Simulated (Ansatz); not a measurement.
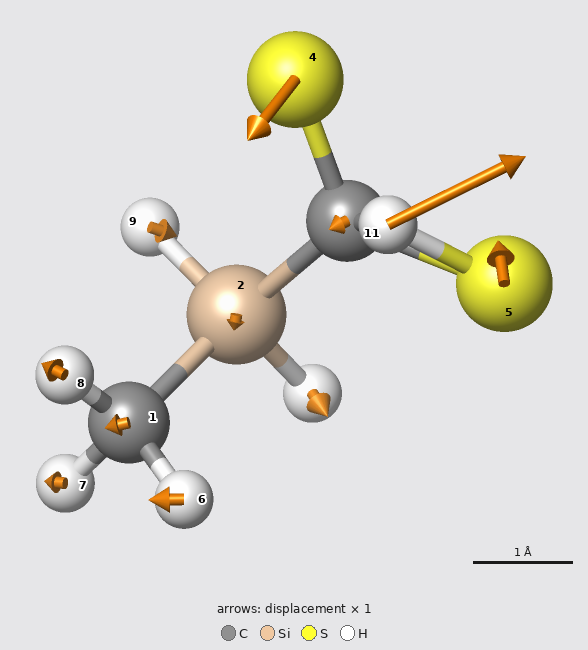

This is a relaxation of C$_{2}$H$_{6}$S$_{2}$Si. The starting structure is drawn; orange arrows show the displacements, at their true length. The two geometries are superimposed by the best rigid fit.

A ball-and-stick model, seen from a free direction.

The run prepares an end point of a later path (hydrogen shift) calculation, from a guessed geometry.

All numbers below come from RKS BHLYP/def2-SVP (Ansatz). (no spin polarisation; force threshold 0.02 eV/Å; at most 50 steps)

**Which element moves most?**

Hydrogen: up to 1.57 Å, against 0.99 Å for sulfur.

**What did the optimiser do to the structure, and how much energy did it gain?**

An H atom moves most after the best rigid fit: 1.57 Å. By element the largest moves are H 1.57 Å, S 0.99 Å, C 0.26 Å, Si 0.17 Å. Near-neighbour distances that change, for instance: C–H 1.090 → 2.327 Å, H–S 1.816 → 2.852 Å, H–S 1.496 → 1.346 Å, C–Si 1.792 → 1.866 Å. Bonds break: C–H (1.09 → 2.33 Å). Among the angles between lasting bonds that change: C–S–H 38.1° → 97.5°, C–Si–H 113.8° → 106.5°, C–Si–H 106.7° → 111.9°. Groups turn about C–S by about 50°, C–Si by about 40°. The energy falls by 326.2 kJ/mol in 22 accepted moves (24 points after the start). The largest force component goes from 4.2 to 0.012 eV/Å. The line search rejected the trial steps at points 14, 17 of the run. Cost: 61 s on 2 threads of INTEL(R) XEON(R) PLATINUM 8581C CPU @ 2.10GHz (Emerald Rapids), with other jobs on the host, peak memory 0.28 GiB.
